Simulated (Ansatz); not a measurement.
# Cd3Cu: relaxing a made-up structure, part 2 of 2

This structure for Cd3Cu is made up. Its elements were placed in a known structure type with a cell scaled to their sizes. What cell does the guess relax to, and how far off was it?

Ansatz 0.2.0; DFT, PBE, plane-wave PAW, files of the set soft_1, scalar-relativistic, ferromagnetic start, cell and ions relaxed at zero pressure; PAW set soft_1 (the session's first sound run).

So far: Starting point; Relaxation of the guess. The relaxed cell has a = 4.273, c = 8.408 Å (conventional setting).

## Step 3: Bands of the relaxed cell

A second self-consistent run takes a narrower smearing and the mesh shown in its input; the bands follow along the standard path of the relaxed lattice.

This step: DFT, PBE, plane-wave PAW, files of the set soft_1, scalar-relativistic, no spin, bands and density of states at the relaxed cell; PAW set soft_1 (Ansatz 0.2.0).

The input, input.yaml:

```yaml
crystal:
  lattice:
    - [-2.1367187406, 2.1367187406, 4.2041609601]
    - [2.1367187406, -2.1367187406, 4.2041609601]
    - [2.1367187406, 2.1367187406, -4.2041609601]
  atoms:
    - { symbol: Cd, position: [0.5, 0.5, 0.0] }
    - { symbol: Cd, position: [0.25, 0.75, 0.5] }
    - { symbol: Cd, position: [0.75, 0.25, 0.5] }
    - { symbol: Cu, position: [0.0, 0.0, 0.0] }
kpoints:
  mp_grid: { grid: [10, 10, 10] }
  band_path:
    path:
      - [[0.0, 0.0, 0.0], [0.0, 0.0, 0.5], [-0.12915346, 0.12915346, 0.5], [-0.31457673, 0.31457673, 0.31457673], [0.0, 0.0, 0.0], [0.5, 0.5, -0.5], [0.31457673, 0.68542327, -0.31457673], [0.0, 0.5, 0.0], [0.25, 0.25, 0.25], [0.5, 0.5, -0.12915346], [0.5, 0.5, -0.5]]
      - [[0.0, 0.0, 0.5], [0.25, 0.25, 0.25]]
    npoints: 7
scf:
  occupations: { method: fermi_dirac, width: 0.03 }
  n_extra_bands: 8
hamiltonian:
  xc: pbe
  pseudopotentials: { kind: paw, azcp: { folder: soft_1 } }
output:
  forces: true
  stress: true
  write_bands: true
  dos: { projected: true }
  write_density: true
  write_potential: true
  elf: true
  volumetric_format: npy
```

Started as:

```bash
> ansatz run input.yaml --threads 4 --pin off --max-ram 8192MiB --backend cpu --events-out ev --progress --plain --runs-dir out
```

Numbers of over 12 decimals in the logs are rounded to 6 here.

Log:

```text
[...]
Crystal: 4 atoms, lattice volume = 76.778 Å³
Basis set: ecut = 420 eV, 1487 PW (Γ), exchange–correlation on 72×72×72 points (8 copies of the dense FFT grid, shifted against one another)
Bands: 48, of which v1, the nominal top of the filled ones, is band 40 counted from 1 (39 counted from 0)
Symmetry: 16 space group operations
[...]
k-points: 102 of 1000
[...]
SCF iter   1: F=—  HF=-31390.918503 eV  |F-HF|=—  |Δ(HF+E_count)|=         —  Δρ=2.43e-1  dr2=3.37e1  ethr=3.10e-3  ⟨swp⟩=5.8  Hψ=16480  notcnv=0
[...]
SCF iter  11: F=-31388.377257 eV  HF=-31388.377257 eV  |F-HF|=8.45e-9  |Δ(HF+E_count)|=   1.76e-8  Δρ=3.62e-6  dr2=9.16e-9  ethr=1.27e-10  ⟨swp⟩=12.3  Hψ=28819  notcnv=0
SCF 1 converged in 11 iterations: F = -31388.377257 eV  dr2 = 9.16e-9
[...]
NSCF: frozen V_eff on 79 k-points
SCF converged after 11 iterations
Free energy (F): -31388.377257 eV
[...]
Internal energy: -31388.372012 eV  (E = F + TS)
E sigma→0 (E₀):  -31388.374635 eV
Entropy (-TS):   -0.005245 eV (-1.311 meV/atom)
Fermi energy:    14.898523 eV
[...]
--- Stress (GPa, compression-positive) ---
        0.020542      -0.000000       0.000000
       -0.000000       0.020542      -0.000000
        0.000000       0.000000      -0.114261
  P = ⅓ Tr σ = -0.0244 GPa (-0.244 kbar)
--- Band table (eV; the first three rows and the last of 102) ---
  k-point 0: bands = [... 36 lower, 12.2926, 14.5514, 17.4937, 17.4937, 17.5792, 17.8073, 17.8073, 17.9324, ... 4 higher]
  k-point 1: bands = [... 36 lower, 12.2470, 14.8831, 16.2850, 16.4641, 16.5084, 16.7162, 17.6730, 19.6482, ... 4 higher]
  k-point 2: bands = [... 36 lower, 12.1362, 15.0475, 15.3097, 15.3817, 15.5778, 15.7872, 17.6826, 18.5129, ... 4 higher]
  k-point 101: bands = [... 36 lower, 12.2456, 12.2781, 14.3144, 14.3144, 17.2046, 17.2743, 22.4932, 22.7180, ... 4 higher]
```

Elapsed: 7.8 s, on 4 threads of Intel Xeon Platinum 8259CL at 2.50GHz (Skylake/Cascade Lake), shared host; peak memory 0.68 GiB.

The column dr2 measures how far the density is from self-consistency, as an energy; F and HF (Harris–Foulkes) agree once it is small.

This step gave:

```yaml
free_energy: -31388.3773 eV
energy_at_zero_smearing: -31388.3746 eV
smearing_term_ts: 0.005245 eV
fermi_energy: 14.90 eV
pressure: -0.02439 GPa
```

From bands.tsv, the bands that come nearest the Fermi level along the path, at its corners, in eV from the Fermi level:

```tsv
point	band 37	band 38	band 39	band 40	band 41	band 42	band 43	band 44
Γ	-2.61	-0.35	2.60	2.60	2.68	2.91	2.91	3.03
X	-2.62	-2.33	-2.21	-2.05	-0.33	-0.18	5.53	5.63
Y	-2.75	-2.54	-2.53	-2.13	1.47	1.71	5.80	5.85
S	-2.67	-2.61	-2.57	1.36	2.87	4.32	5.20	6.68
Γ	-2.61	-0.35	2.60	2.60	2.68	2.91	2.91	3.03
Z	-2.65	-2.62	-0.58	-0.58	2.31	2.38	7.59	7.82
S1	-2.67	-2.61	-2.57	1.36	2.87	4.32	5.20	6.68
N	-2.71	-2.59	-0.65	-0.39	3.29	3.51	4.07	4.16
P	-2.68	-2.62	-2.32	-2.10	1.83	1.83	1.84	1.84
Y1	-2.75	-2.54	-2.53	-2.13	1.47	1.71	5.80	5.85
Z	-2.65	-2.62	-0.58	-0.58	2.31	2.38	7.59	7.82
X	-2.62	-2.33	-2.21	-2.05	-0.33	-0.18	5.53	5.63
P	-2.68	-2.62	-2.32	-2.10	1.83	1.83	1.84	1.84
```

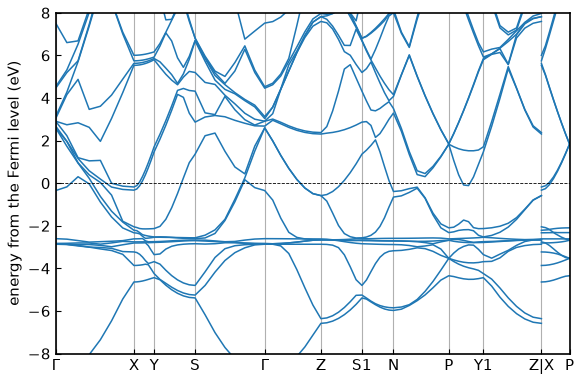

Bands along the path. 31 bands lie wholly below the window drawn.

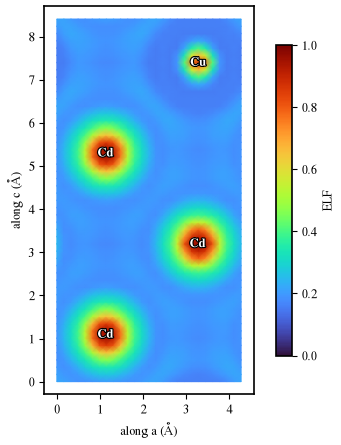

ELF in the ac plane of the conventional cell at fractional y = 0.000, with atoms of Cd and Cu within 0.2 Å of it. It is the smooth field of the valence electrons, not physical close to the nuclei. The map starts off the cell's origin, so that atoms lie inside it.

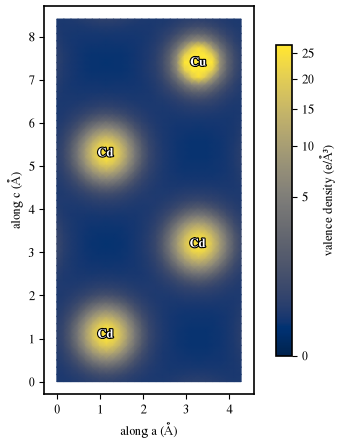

Valence density in the ac plane of the conventional cell at fractional y = 0.000, with atoms of Cd and Cu within 0.2 Å of it. It is the smooth field of the valence electrons, not physical close to the nuclei. The map starts off the cell's origin, so that atoms lie inside it. The colour scale is stretched toward low values.

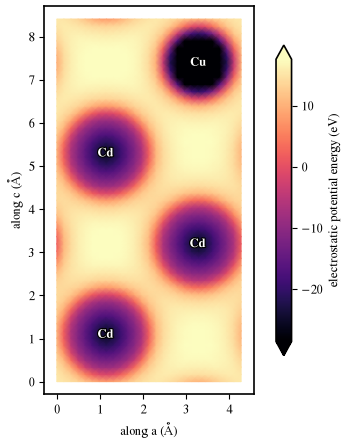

Electrostatic potential energy in the ac plane of the conventional cell at fractional y = 0.000, with atoms of Cd and Cu within 0.2 Å of it. With pseudopotentials it is smooth inside the atoms' cores, unlike the true potential. The map starts off the cell's origin, so that atoms lie inside it.

## Step 4: What came out

```json
{"space group, relaxed": "I4/mmm", "conventional cell": "a = 4.273, b = 4.273, c = 8.408 Å; α = 90.0°, β = 90.0°, γ = 90.0°", "volume per atom": "19.19 Å³ (guess 19.56)", "total moment": "0.00 μB in the cell of 4 atoms"}
```

Cd3Cu relaxes to I4/mmm with a = 4.273, b = 4.273 and c = 8.408 Å. The guessed volume was 2 % too large. The space group I4/mmm was held in the relaxation, so the end point is a stationary structure within it and may be a saddle against distortions or other arrangements. The moments died out from this one start and weren't seeded again at the relaxed cell. Bands cross the Fermi level, so it is a metal or semimetal at this level. The electron count is odd, which forces that without spin polarisation or a larger cell. On the 10×10×10 mesh with the narrower smearing (relaxed on 9×9×9) the forces vanish, as symmetry may demand, and the largest stress component is 0.114 GPa, against the relaxation's thresholds of 0.015 eV/Å and 0.05 GPa. The cutoff wasn't tested. No dispersion term is used, so weakly bound directions may come out too long. Nothing here tests whether the compound is stable against decomposition.

[Logs are printed without paths, hosts, clocks, repeated set-up lines and the standing remarks that a program may print on its own settings, such as how far it seeks lower states.]

[Hosts, paths, dates, database ids (printed as entryN), source tags and the programs' standing remarks are cut or masked in the printed files.]
